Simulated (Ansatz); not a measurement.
# Electron scattering at the Σ3 (112) boundary in fcc Rh, part 3 of 3

How much does the Σ3 (112) boundary in fcc Rh reflect electrons?

Ansatz 0.2.0; Ansatz plane-wave DFT, PBEsol, PAW files; relaxation of a bicrystal slab with its lowest layers held; PAW set soft_1 (the session's first sound run).

So far. Step 3 (Transmission across the boundary): Over the solved energies the transmission per spin lies between 2.63 and 2.84, out of 5.20 channels of the lead on average (up to 5.26). Step 4 (Specific resistance): Averaged over the energies near the Fermi level, 52.3 % of the channels pass, which makes 0.401 fΩ m².

**5. Single-crystal slab for reference**

This step: Ansatz plane-wave DFT, PBEsol, PAW files; relaxation of a single-crystal slab with its lowest layers held; PAW set soft_1 (Ansatz 0.2.0).

System of this step: Rh slab, plane (1, 1, 2). The cell holds 25 atoms: 25 Rh. Its edges and angles: a = 2.689 Å, b = 6.587 Å, c = 29.631 Å, α = 90.0°, β = 90.0°, γ = 90.0°. It derives from Rh. Vacuum lies along c.

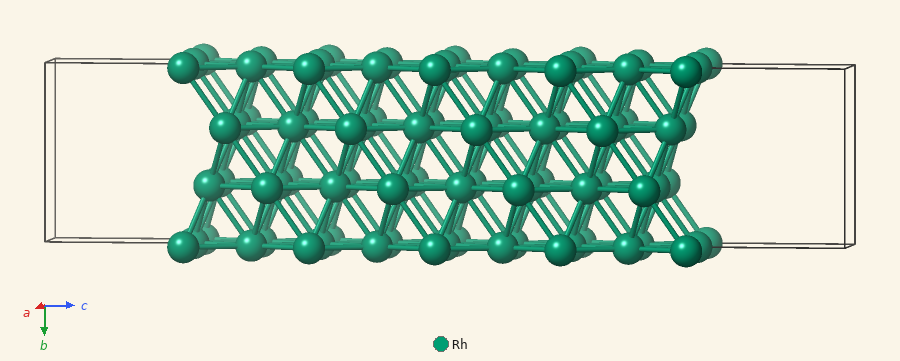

The cell of this step (rhodium teal). 2×1×1 cells are drawn. Some periodic images of atoms are drawn too.

input.yaml

```yaml
crystal:
  lattice:
    - [2.6891977995, 0.0, 0.0]
    - [0.0, 6.5871624263, 0.0]
    - [0.0, 0.0, 29.6313088808]
  atoms:
    - { symbol: Rh, position: [0.9999999996, 1.0e-10, 0.1687404367] }
    - { symbol: Rh, position: [0.4999999996, 0.6666666668, 0.19493923] }
    - { symbol: Rh, position: [0.9999999996, 0.3333333334, 0.2211380233] }
    - { symbol: Rh, position: [0.4999999996, 1.0e-10, 0.2473368166] }
    - { symbol: Rh, position: [0.9999999996, 0.6666666668, 0.2735356099] }
    - { symbol: Rh, position: [0.4999999996, 0.3333333334, 0.2997344032] }
    - { symbol: Rh, position: [0.9999999997, 1.0e-10, 0.3259331965] }
    - { symbol: Rh, position: [0.4999999997, 0.6666666668, 0.3521319898] }
    - { symbol: Rh, position: [0.9999999997, 0.3333333334, 0.3783307831] }
    - { symbol: Rh, position: [0.4999999997, 1.0e-10, 0.4045295764] }
    - { symbol: Rh, position: [0.9999999997, 0.6666666667, 0.4307283697] }
    - { symbol: Rh, position: [0.4999999998, 0.3333333334, 0.456927163] }
    - { symbol: Rh, position: [0.9999999998, 1.0e-10, 0.4831259563] }
    - { symbol: Rh, position: [0.4999999998, 0.6666666667, 0.5093247496] }
    - { symbol: Rh, position: [0.9999999998, 0.3333333334, 0.5355235429] }
    - { symbol: Rh, position: [0.4999999998, 0.0, 0.5617223362] }
    - { symbol: Rh, position: [0.9999999999, 0.6666666667, 0.5879211295] }
    - { symbol: Rh, position: [0.4999999999, 0.3333333334, 0.6141199229] }
    - { symbol: Rh, position: [0.9999999999, 0.0, 0.6403187162] }
    - { symbol: Rh, position: [0.4999999999, 0.6666666667, 0.6665175095] }
    - { symbol: Rh, position: [0.9999999999, 0.3333333334, 0.6927163028] }
    - { symbol: Rh, position: [0.4999999999, 0.0, 0.7189150961] }
    - { symbol: Rh, position: [1.0, 0.6666666667, 0.7451138894] }
    - { symbol: Rh, position: [0.5, 0.3333333333, 0.7713126827] }
    - { symbol: Rh, position: [0.0, 0.0, 0.797511476] }
kpoints:
  mp_grid: { grid: [9, 4, 1] }
hamiltonian:
  xc: pbesol
  pseudopotentials: { kind: paw, azcp: { folder: soft_1 }, xc_functional: pbe }
scf:
  occupations: { method: fermi_dirac, width: 0.1 }
relax:
  f_tol: 0.03
  max_steps: 80
  constraints: [{ sites: [0, 1, 2, 3] }]
```

Command:

```console
$ ansatz run input.yaml --threads 4 --pin off --max-ram 15360MiB --backend cpu --events-out ev --progress --plain --runs-dir out
```

Numbers of over 12 decimals in the logs are rounded to 6 here.

Log:

```text
Warning: crystal.symmetry: narrowed to the stabiliser of the relax constraints — unitary ops 4 → 2; lowered at sites 0, 1, 2, 3, 21, 22, 23, 24 (the operations that carried what is held of a site onto what its image site leaves free; the constrained walk keeps no symmetry that its constraints do not admit)
[...]
Crystal: 25 atoms, lattice volume = 524.894 Å³
Basis set: ecut = 420 eV, 10321 PW (Γ), exchange–correlation on 36×90×400 points (8 copies of the dense FFT grid, shifted against one another)
Bands: 255, of which v1, the nominal top of the filled ones, is band 213 counted from 1 (212 counted from 0)
Symmetry: 2 space group operations
k-points: 15 of 36 (time reversal used)
[...]
SCF iter   1: F=—  HF=-158478.268679 eV  |F-HF|=—  |Δ(HF+E_count)|=         —  Δρ=9.44e-2  dr2=6.04e1  ethr=3.10e-3  ⟨swp⟩=6.5  Hψ=13491  notcnv=0  defer=69
[...]
SCF iter   9: F=-158463.747496 eV  HF=-158463.747505 eV  |F-HF|=8.80e-6  |Δ(HF+E_count)|=   1.41e-5  Δρ=3.76e-5  dr2=1.30e-5  ethr=5.29e-9  ⟨swp⟩=5.0  Hψ=13144  notcnv=0
SCF 1 converged in 9 iterations: F = -158463.747496 eV  dr2 = 1.30e-5
[...]
relax step   1: F+E_penalty+E_count = -158463.74749610 eV  Δ(F+E_penalty+E_count) = +0.000e0 eV  max|allowed force component| = 1.124e0 eV/Å  Δτ_max = 0.0000 Å  (9 SCF iters, dr2 threshold 2.25e-5 eV, accepted)
[...]
SCF iter   7: F=-158463.887300 eV  HF=-158463.887304 eV  |F-HF|=4.06e-6  |Δ(HF+E_count)|=   7.40e-6  Δρ=2.45e-5  dr2=7.23e-6  ethr=1.86e-8  ⟨swp⟩=3.0  Hψ=14154  notcnv=0
SCF 2 converged in 7 iterations: F = -158463.887300 eV  dr2 = 7.23e-6
[...]
relax step   2: F+E_penalty+E_count = -158463.88730029 eV  Δ(F+E_penalty+E_count) = -1.398e-1 eV  max|allowed force component| = 3.364e-1 eV/Å  Δτ_max = 0.1936 Å  (7 SCF iters, dr2 threshold 7.90e-5 eV, accepted)
SCF iter   1: F=—  HF=-158464.263910 eV  |F-HF|=—  |Δ(HF+E_count)|=         —  Δρ=2.02e-2  dr2=1.71e1  ethr=3.10e-3  ⟨swp⟩=5.5  Hψ=9711  notcnv=0  defer=124
[...]
SCF iter   8: F=-158463.944539 eV  HF=-158463.944540 eV  |F-HF|=9.53e-7  |Δ(HF+E_count)|=   7.47e-7  Δρ=1.37e-5  dr2=1.57e-6  ethr=1.66e-9  ⟨swp⟩=5.0  Hψ=13349  notcnv=0
SCF 3 converged in 8 iterations: F = -158463.944539 eV  dr2 = 1.57e-6
relax step   3: F+E_penalty+E_count = -158463.94453877 eV  Δ(F+E_penalty+E_count) = -5.724e-2 eV  max|allowed force component| = 7.072e-2 eV/Å  Δτ_max = 0.1692 Å  (8 SCF iters, dr2 threshold 7.07e-6 eV, accepted)
[...]
relax step   4: F+E_penalty+E_count = -158463.94480475 eV  Δ(F+E_penalty+E_count) = -2.660e-4 eV  max|allowed force component| = 9.176e-2 eV/Å  Δτ_max = 0.0255 Å  (8 SCF iters, accepted)
SCF iter   1: F=—  HF=-158463.947886 eV  |F-HF|=—  |Δ(HF+E_count)|=         —  Δρ=7.61e-4  dr2=7.07e-3  ethr=2.71e-5  ⟨swp⟩=2.3  Hψ=6659  notcnv=0  defer=153
[...]
SCF iter   6: F=-158463.945908 eV  HF=-158463.945908 eV  |F-HF|=6.49e-8  |Δ(HF+E_count)|=   1.21e-7  Δρ=2.84e-6  dr2=8.52e-8  ethr=2.35e-11  ⟨swp⟩=5.0  Hψ=13362  notcnv=0
SCF 5 converged in 6 iterations: F = -158463.945908 eV  dr2 = 8.52e-8
relax step   5: F+E_penalty+E_count = -158463.94590806 eV  Δ(F+E_penalty+E_count) = -1.103e-3 eV  max|allowed force component| = 1.281e-2 eV/Å  Δτ_max = 0.0123 Å  (6 SCF iters, accepted)
SCF converged after 6 iterations
Free energy (F): -158463.945908 eV
[...]
Internal energy: -158462.767486 eV  (E = F + TS)
E sigma→0 (E₀):  -158463.356697 eV
Entropy (-TS):   -1.178422 eV (-47.137 meV/atom)
Fermi energy:    12.868384 eV
[...]
--- Forces (eV/Å), atoms counted from 1 ---
  atom   1  Rh     0.00000000    -0.30051965     1.05781364
  atom   2  Rh     0.00000000     0.26963069     0.21236359
  atom   3  Rh    -0.00000000     0.01999551    -0.53903804
  atom   4  Rh    -0.00000000     0.00115928    -0.72615246
  atom   5  Rh    -0.00000000     0.00113910    -0.00197461
  atom   6  Rh    -0.00000000    -0.00063006     0.00029033
  atom   7  Rh    -0.00000000     0.00577215    -0.00543734
  atom   8  Rh     0.00000000     0.00082855     0.00490004
  atom   9  Rh     0.00000000     0.00789505    -0.00041384
  atom  10  Rh     0.00000000    -0.00077188     0.00039410
  atom  11  Rh    -0.00000000    -0.00104801    -0.00163970
  atom  12  Rh     0.00000000    -0.00217264    -0.00100985
  atom  13  Rh     0.00000000     0.00131933     0.00017965
  atom  14  Rh    -0.00000000     0.00642212     0.00266458
  atom  15  Rh     0.00000000     0.00050607    -0.00010989
  atom  16  Rh    -0.00000000    -0.00097538    -0.00948183
  atom  17  Rh     0.00000000    -0.00851541     0.00547749
  atom  18  Rh    -0.00000000     0.00378591    -0.00568081
  atom  19  Rh     0.00000000    -0.00881997     0.01280799
  atom  20  Rh     0.00000000     0.00074646    -0.00166812
  atom  21  Rh    -0.00000000    -0.00808783    -0.00371723
  atom  22  Rh     0.00000000     0.00399258     0.00211786
  atom  23  Rh     0.00000000     0.00011096    -0.00577151
  atom  24  Rh     0.00000000     0.00647048    -0.00122741
  atom  25  Rh     0.00000000     0.00165227     0.00430194
  max |Σ_I F_I| component: 1.14e-4 eV/Å
--- Relaxed structure (5 steps of the walk, 5 accepted, 0 SCFs on fresh bases) ---
  F+E_penalty+E_count = -158463.94590806 eV   max|allowed force component| = 1.281e-2 eV/Å
  atoms:
    - { symbol: Rh, position: [1.0, 5.0e-11, 0.168740436682] }
    - { symbol: Rh, position: [0.5, 0.66666666675, 0.194939] }
    - { symbol: Rh, position: [1.0, 0.33333333335, 0.221138] }
    - { symbol: Rh, position: [0.5, 5.0e-11, 0.247337] }
    - { symbol: Rh, position: [1.0, 0.664017, 0.272006] }
    - { symbol: Rh, position: [0.5, 0.332274, 0.298165] }
    - { symbol: Rh, position: [1.0, -1.5816058128350995e-5, 0.324045] }
    - { symbol: Rh, position: [0.5, 0.667348, 0.349529] }
    - { symbol: Rh, position: [1.0, 0.333813, 0.375769] }
    - { symbol: Rh, position: [0.5, 0.000225447, 0.402091] }
    - { symbol: Rh, position: [1.0, 0.667002, 0.427681] }
    - { symbol: Rh, position: [0.5, 0.334616, 0.453682] }
    - { symbol: Rh, position: [1.0, 0.0015901, 0.479679] }
    - { symbol: Rh, position: [0.5, 0.668760, 0.505850] }
    - { symbol: Rh, position: [1.0, 0.336344, 0.531664] }
    - { symbol: Rh, position: [0.5, 0.00310647, 0.557245] }
    - { symbol: Rh, position: [1.0, 0.670035, 0.583965] }
    - { symbol: Rh, position: [0.5, 0.336207, 0.609574] }
    - { symbol: Rh, position: [1.0, 0.00315196, 0.635369] }
    - { symbol: Rh, position: [0.5, 0.671337, 0.661985] }
    - { symbol: Rh, position: [1.0, 0.340118, 0.686428] }
    - { symbol: Rh, position: [0.5, 0.00290417, 0.712244] }
    - { symbol: Rh, position: [1.0, 0.670224, 0.740728] }
    - { symbol: Rh, position: [0.5, 0.338653, 0.762650] }
    - { symbol: Rh, position: [-6.780119348371345e-18, 0.015144, 0.786524] }
```

Run time: 3.5 min. Hardware: 4 threads of Intel Xeon Platinum 8259CL at 2.50GHz (Skylake/Cascade Lake), shared host; peak memory 3.3 GiB.

The steps of the relaxation:

```
step  energy less that of the first step (eV)  largest force component (eV/Å)
   1                                   0.0000                          1.1245
   2                                  -0.1398                          0.3364
   3                                  -0.1970                          0.0707
   4                                  -0.1973                          0.0918
   5                                  -0.1984                          0.0128
```

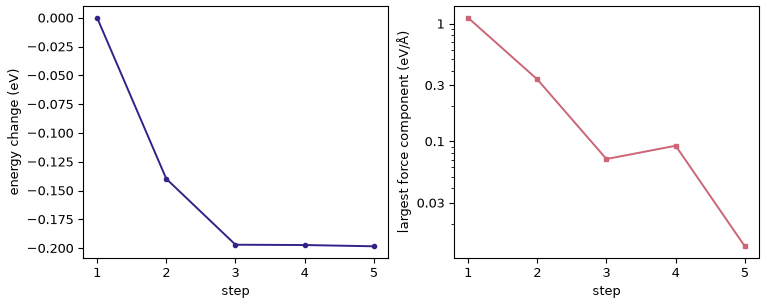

Energy and largest force along the relaxation.

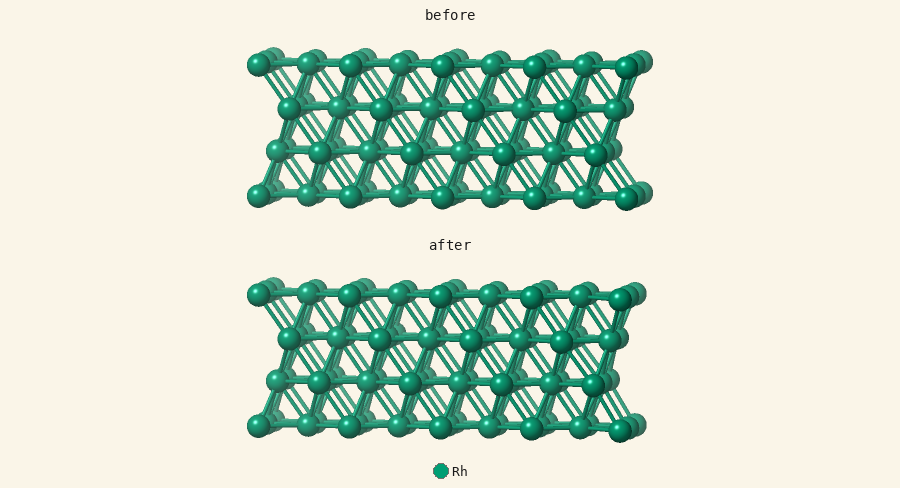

Before and after, at one scale.

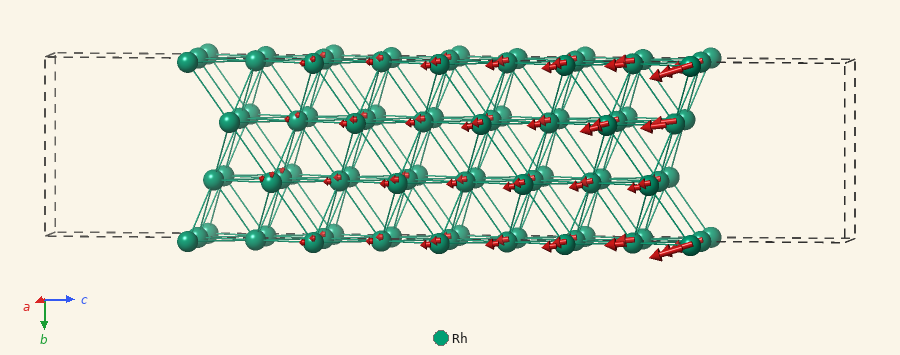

Displacements in the relaxation, exaggerated; the longest in the cell stands for 0.34 Å. 2×1×1 cells are drawn. Some periodic images of atoms are drawn too.

The atoms that moved most (Å):

```
atom     dx     dy      dz  length
Rh25  0.000  0.100  -0.326   0.341
Rh24  0.000  0.035  -0.257   0.259
Rh22  0.000  0.019  -0.198   0.199
Rh21  0.000  0.045  -0.186   0.192
Rh19  0.000  0.021  -0.147   0.148
Rh20  0.000  0.031  -0.134   0.138
Rh18  0.000  0.019  -0.135   0.136
Rh16  0.000  0.020  -0.133   0.134
```

Final coordinates:

```xyz
25
Lattice="2.6892 0.0000 0.0000 0.0000 6.5872 0.0000 0.0000 0.0000 29.6313" Properties=species:S:1:pos:R:3
Rh    2.6892    0.0000    5.0000
Rh    1.3446    4.3914    5.7763
Rh    2.6892    2.1957    6.5526
Rh    1.3446    0.0000    7.3289
Rh    2.6892    4.3740    8.0599
Rh    1.3446    2.1887    8.8350
Rh    2.6892   -0.0001    9.6019
Rh    1.3446    4.3959   10.3570
Rh    2.6892    2.1989   11.1345
Rh    1.3446    0.0015   11.9145
Rh    2.6892    4.3936   12.6727
Rh    1.3446    2.2042   13.4432
Rh    2.6892    0.0105   14.2135
Rh    1.3446    4.4052   14.9890
Rh    2.6892    2.2156   15.7539
Rh    1.3446    0.0205   16.5119
Rh    2.6892    4.4136   17.3037
Rh    1.3446    2.2146   18.0625
Rh    2.6892    0.0208   18.8268
Rh    1.3446    4.4222   19.6155
Rh    2.6892    2.2404   20.3398
Rh    1.3446    0.0191   21.1047
Rh    2.6892    4.4149   21.9487
Rh    1.3446    2.2308   22.5983
Rh    0.0000    0.0998   23.3057
```

Numbers from this step:

```yaml
free_energy: -158463.9459 eV
energy_at_zero_smearing: -158463.3567 eV
fermi_energy: 12.87 eV
```

The largest force component on a free atom ends at 0.013 eV/Å, under the tolerance of 0.03, after 5 steps.

**6. Bulk reference**

This step: Ansatz plane-wave DFT, PBEsol, PAW files; bulk reference; PAW set soft_1 (Ansatz 0.2.0).

System of this step: Rh. The structure is cubic, space group Fm-3m (No. 225). The conventional cell has a = 3.803 Å, b = 3.803 Å, c = 3.803 Å, α = 90.00°, β = 90.00°, γ = 90.00°. Nearest to Rh lie 12 Rh at 2.69 Å.

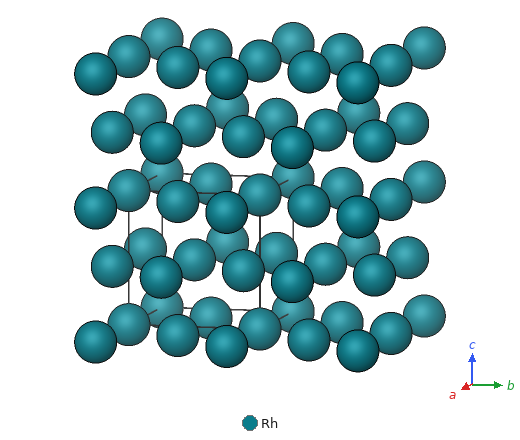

The cell of this step (rhodium blue). 2×2×2 conventional cells are drawn. Some periodic images of atoms are drawn too.

input.yaml, the sections that differ from step 5:

```yaml
crystal:
  lattice:
    - [0.0, 1.90155, 1.90155]
    - [1.90155, 0.0, 1.90155]
    - [1.90155, 1.90155, 0.0]
  atoms:
    - { symbol: Rh, position: [0.0, 0.0, 0.0] }
kpoints:
  mp_grid: { grid: [20, 20, 20] }
# hamiltonian, scf: as in step 5
# relax: removed
```

Log:

```text
[...]
Crystal: 1 atoms, lattice volume = 13.752 Å³
Basis set: ecut = 420 eV, 283 PW (Γ)
Bands: 13, of which v1, the nominal top of the filled ones, is band 9 counted from 1 (8 counted from 0)
Symmetry: 48 space group operations
[...]
k-points: 256 of 8000
[...]
SCF iter   1: F=—  HF=-6339.404228 eV  |F-HF|=—  |Δ(HF+E_count)|=         —  Δρ=1.21e-1  dr2=1.90e0  ethr=3.10e-3  ⟨swp⟩=5.0  Hψ=17871  notcnv=0
[...]
SCF iter   6: F=-6338.807851 eV  HF=-6338.807851 eV  |F-HF|=1.07e-9  |Δ(HF+E_count)|=   1.26e-7  Δρ=7.36e-6  dr2=2.96e-9  ethr=5.88e-10  ⟨swp⟩=2.1  Hψ=6608  notcnv=0
SCF 1 converged in 6 iterations: F = -6338.807851 eV  dr2 = 2.96e-9
[...]
SCF converged after 6 iterations
Free energy (F): -6338.807851 eV
[...]
Internal energy: -6338.764318 eV  (E = F + TS)
E sigma→0 (E₀):  -6338.786084 eV
Entropy (-TS):   -0.043533 eV (-43.533 meV/atom)
Fermi energy:    22.253879 eV
[...]
```

Wall time 0.84 s (4 threads); peak memory 0.36 GiB.

This step gave:

| Item | Value |
| --- | --- |
| free energy | -6338.8079 eV |
| energy at zero smearing | -6338.7861 eV |
| Fermi energy | 22.25 eV |

**7. Boundary energy**

This step: Ansatz plane-wave DFT, PBEsol, PAW files; bicrystal less single-crystal slab less bulk atoms, a boundary area; PAW set soft_1 (Ansatz 0.2.0).

Numbers from this step:

```yaml
excess_energy_of_the_cell: 1.194 eV
boundary_energy: 1.080 J/m²
```

The boundary costs 1.1 J/m².

By hand: 1.19 eV / 17.71 Å² × 16.02 = 1.08 J/m².

**8. Outcome**

```yaml
specific_resistance_of_the_boundary: 0.401 fΩ m²
share_of_channels_that_pass: 0.523
boundary_energy: 1.08 J/m²
```

In words: The boundary has a specific resistance of 0.40 fΩ m² and an energy of 1.1 J/m². The boundary reflects 48 % of the channels; 0.40 fΩ m² is 4.0×10⁻¹² Ω·cm². In the relaxation the upper grain slid sideways by about 1.1 Å, so the result belongs to the position that it found, not to the starting one. One starting structure was relaxed; another shift or atom count at the boundary may lie lower.

[Logs are printed without paths, hosts, clocks, repeated set-up lines and the standing remarks that a program may print on its own settings, such as how far it seeks lower states.]

[Hosts, paths, dates, database ids (printed as entryN), source tags and the programs' standing remarks are cut or masked in the printed files.]
